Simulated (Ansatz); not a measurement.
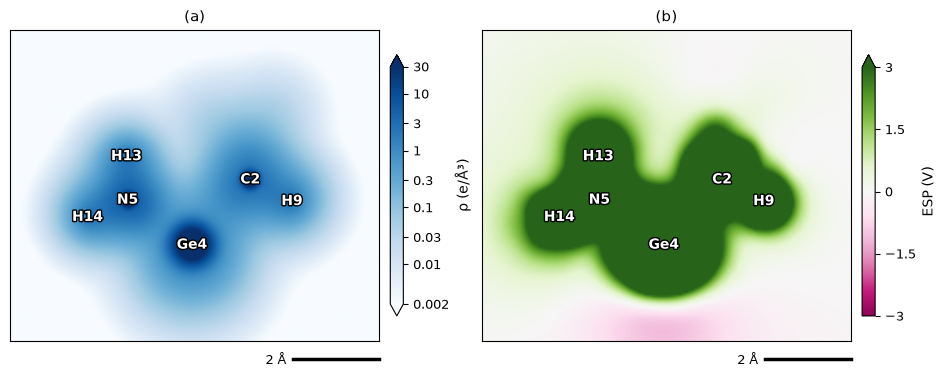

The picture shows: C₃H₉GeN (SMILES C[CH](C)[Ge][NH2]). (a) electron density; (b) molecular electrostatic potential on the plane of atoms Ge4, N5 and H13.

Geometry: PBE0-D4/def2-TZVP.

All numbers below come from Ansatz, RKS PBE0-D4/def2-TZVPP.

Input

```
crystal:
  periodic: [false, false, false]
  atoms:
    - {symbol: C, position_ang: [-1.146590, 0.053394, 0.955860]}
    - {symbol: C, position_ang: [0.278349, 0.491727, 0.648393]}
    - {symbol: C, position_ang: [1.228306, -0.694929, 0.547656]}
    - {symbol: Ge, position_ang: [0.391047, 1.655794, -1.004721]}
    - {symbol: N, position_ang: [-0.278854, 0.432747, -2.171922]}
    - {symbol: H, position_ang: [-1.194047, -0.512542, 1.894013]}
    - {symbol: H, position_ang: [-1.830134, 0.902116, 1.054218]}
    - {symbol: H, position_ang: [-1.548992, -0.594933, 0.171286]}
    - {symbol: H, position_ang: [0.623191, 1.140412, 1.462498]}
    - {symbol: H, position_ang: [0.935518, -1.377379, -0.256310]}
    - {symbol: H, position_ang: [2.259519, -0.386549, 0.348763]}
    - {symbol: H, position_ang: [1.237878, -1.276305, 1.477387]}
    - {symbol: H, position_ang: [-0.587023, -0.501405, -1.945930]}
    - {symbol: H, position_ang: [-0.380967, 0.638553, -3.152292]}
basis:
  gaussian: {orbitals: def2-TZVPP}
hamiltonian: {xc: pbe0, dispersion: d4}
output: {orbitals: {seedname: orbitals}}
```

Command:

```sh
ansatz run in.yaml --threads 4 --pin off --events-out ev --progress --plain --max-ram 11315MiB
```

**What does the map show?**

The plane passes through C, Ge, N and H nuclei.
Ge–N (1.82 Å): ρ at the midpoint is about 0.96 e/Å³.
C–Ge (2.02 Å): ρ is about 0.81 e/Å³ halfway.
N–H (1.01 Å): ρ at the midpoint is about 3 e/Å³.
C–H (1.10 Å): ρ is about 2 e/Å³ halfway.
Outside the dense part of the molecule the potential is most negative (−1.1 V) near Ge4.
